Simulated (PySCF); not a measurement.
# C5H5, charge −1, SMILES `[cH-]1cccc1`: electronic structure

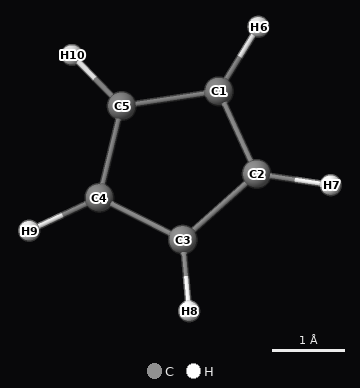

The molecule, with its atoms numbered as below. No frequency check shows the geometry to be a minimum.

Geometry (Å), atoms numbered from 1:

```
C1      -1.0562    0.5384    0.0000
C2       0.1857    1.1708    0.0000
C3       1.1709    0.1852    0.0000
C4       0.5380   -1.0564    0.0000
C5      -0.8384   -0.8381    0.0000
H6      -2.0248    1.0322    0.0000
H7       0.3560    2.2447    0.0000
H8       2.2448    0.3551    0.0000
H9       1.0314   -2.0252    0.0000
H10     -1.6074   -1.6067    0.0000
```

## 1. Bonding charge

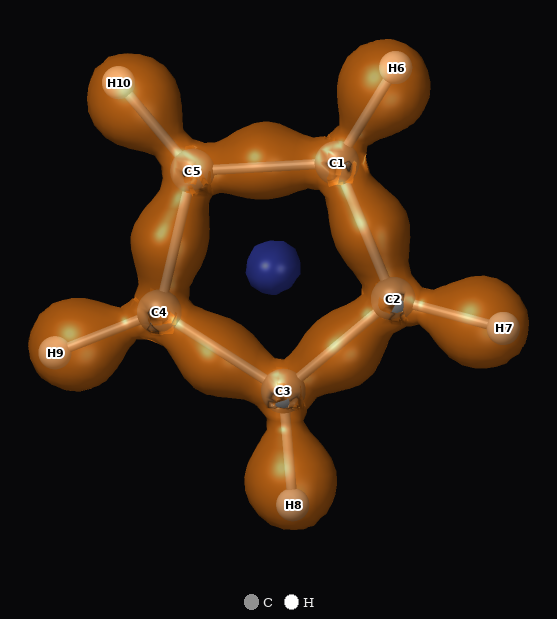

Deformation density (molecule less spherical, spin-averaged free atoms at the same positions), surfaces at ±0.2 e/Å³; orange: gain, blue: loss.

Computed with PySCF, B3LYP/def2-SVPD, geometry: GFN2-xTB. The highest occupied Kohn–Sham orbital has positive energy, a self-interaction fault of such functionals for anions.

> How much density has each bond gained at its critical point, relative to the free atoms?

C1–H6, C2–H7, C3–H8, C4–H9 and C5–H10: +0.61 e/Å³ at the bond critical point (bond length 1.09 Å). C3–C4, C1–C5, C1–C2, C2–C3 and C4–C5: +0.59 e/Å³ at the bond critical point (bond length 1.39 Å). In all, 2.4 electrons gather in the regions of gain relative to the promolecule of neutral atoms (this includes the anion's extra charge).

> Where do the Hirshfeld charges lie?

The highest Hirshfeld charge is on H6, H7, H8, H9 and H10 (−0.03 e), the lowest on C1, C2, C3, C4 and C5 (−0.17 e).

## 2. Bond critical points

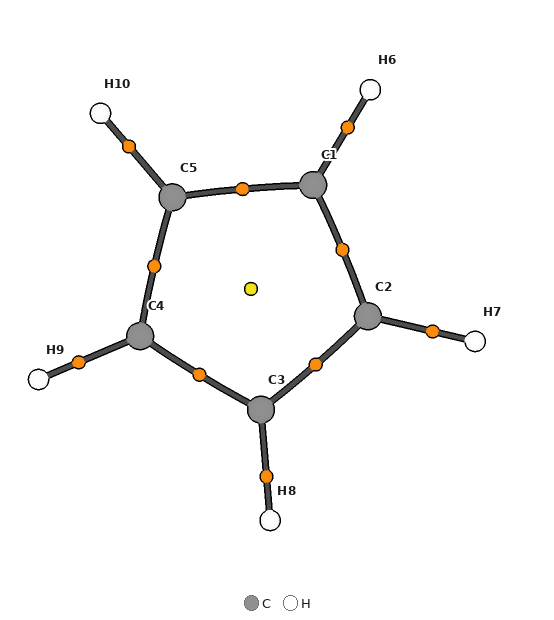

Molecular graph of the electron density (QTAIM): bond paths, bond critical points (orange), ring points (yellow, if any); weak paths are dashed.

> How many critical points of each kind are there, and does the count close?

10 nuclei, 10 bond, 1 ring and 0 cage critical points: 10 − 10 + 1 − 0 = 1, as the Poincaré–Hopf relation requires.

> Tabulate density, Laplacian, ellipticity and energy density at the bond critical points (atomic units).

| bond | length (Å) | ρ (a.u.) | ∇²ρ (a.u.) | ε | H (a.u.) |
| --- | --- | --- | --- | --- | --- |
| C3–C4 (5 alike) | 1.394 | 0.305 | −0.75 | 0.27 | −0.289 |
| C1–H6 (5 alike) | 1.087 | 0.270 | −0.94 | 0.05 | −0.285 |

> What kind of interaction is C3–C4?

Shared-shell (covalent): ρ = 0.305, ∇²ρ = −0.75, H = −0.289 a.u. Its ellipticity of 0.27 shows that the density isn't cylindrical about the bond.

## 3. Electrostatic potential

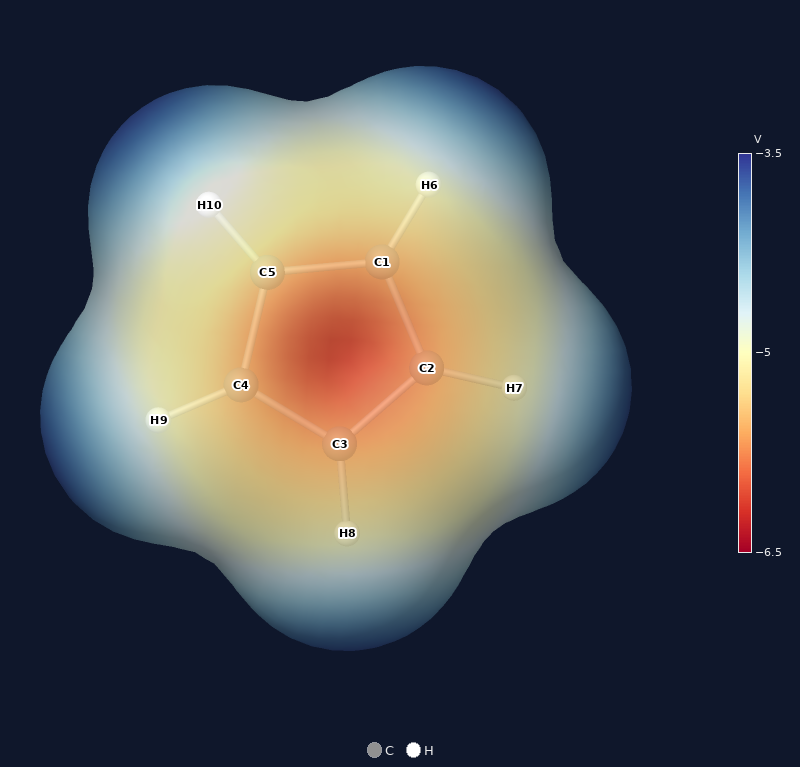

Electrostatic potential on the surface of electron density 0.001 a.u.

> Where are the extremes of the potential on the surface?

Highest: −3.66 V, 1.4 Å from H9, and at like points elsewhere. Lowest: −6.06 V, over the middle of C1, C2, C3, C4 and C5, about 2.3 Å from them, and at like points elsewhere. The surface is sampled at points, so like sites can differ by a few per cent and only the strongest of them is named.

## 4. In an electric field

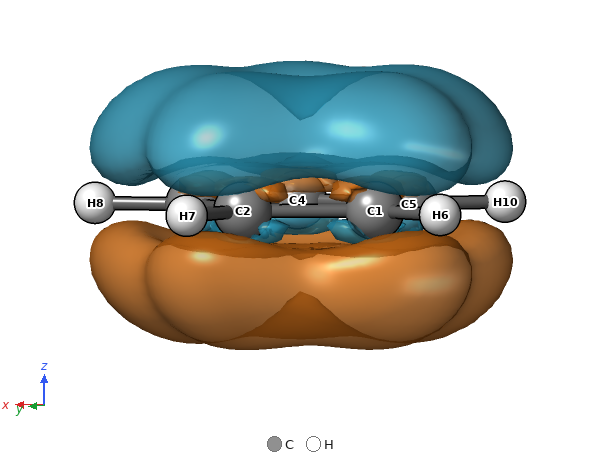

Change of the electron density in a uniform field of 0.15 V/Å, surfaces at ±0.0005 e/Å³ (light blue: gain, orange: loss).

PySCF calculation, HF/6-31G*, gas phase; geometry: GFN2-xTB. The basis has no diffuse functions, which an anion needs.

> Along which Cartesian direction does the field point?

Along −z: electrons gather on the +z side, against the field.

> What dipole is induced, and what polarisability does it imply?

The induced dipole is 0.14 D (along the field); α along this axis, from the fields in both directions, is 19 bohr³ (2.8 Å³).

> Which atoms gain and lose the most charge?

Hardly any: no atom's Hirshfeld charge changes by as much as 0.002 e. The density shifts from one side of each atom to the other; 0.018 electrons are displaced in all.

## 5. The π system

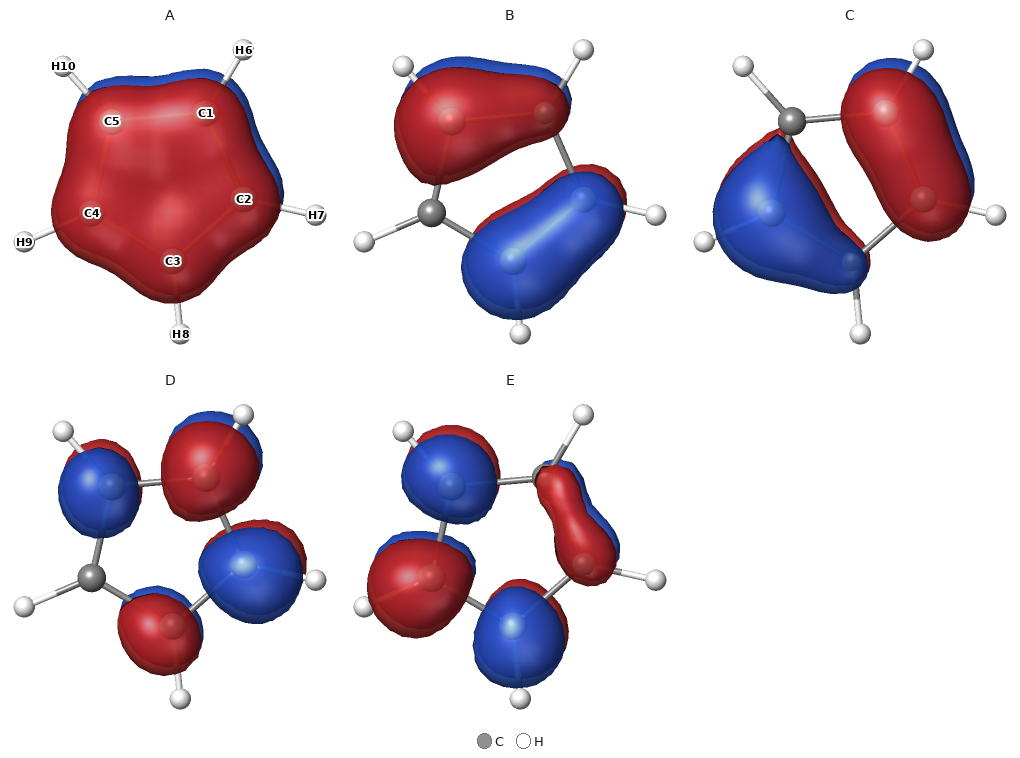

Natural orbitals of the π active space, CASSCF(6,5), singlet state, in order of falling occupation.

Level of theory: 6-31G* basis (PySCF), at a geometry from GFN2-xTB. The basis has no diffuse functions, which an anion needs.

> What are the natural occupation numbers?

A 1.98, B 1.95, C 1.95, D 0.06, E 0.06.

> How multiconfigurational is the state?

The leading determinant weighs 0.94; the effective number of unpaired electrons, Σ n²(2−n)², is 0.04; the most occupied of the weakly occupied orbitals holds 0.06 e, as in an ordinary closed-shell π system. The active space lowers the energy by 1.23 eV against Hartree–Fock.

> Where does the lowest triplet lie relative to the singlet, at this geometry and within this active space?

6.03 eV above it by strongly contracted NEVPT2 (+5.72 eV by CASSCF); a small basis tends to put such gaps a few tenths of an eV too high. This is a vertical energy for π states alone; a state that uses lone pairs or σ orbitals may lie lower.

The PySCF runs shown took 11 s, 1.5 s and 17 s on 1 thread of Arm Neoverse V2, with other jobs on the host.
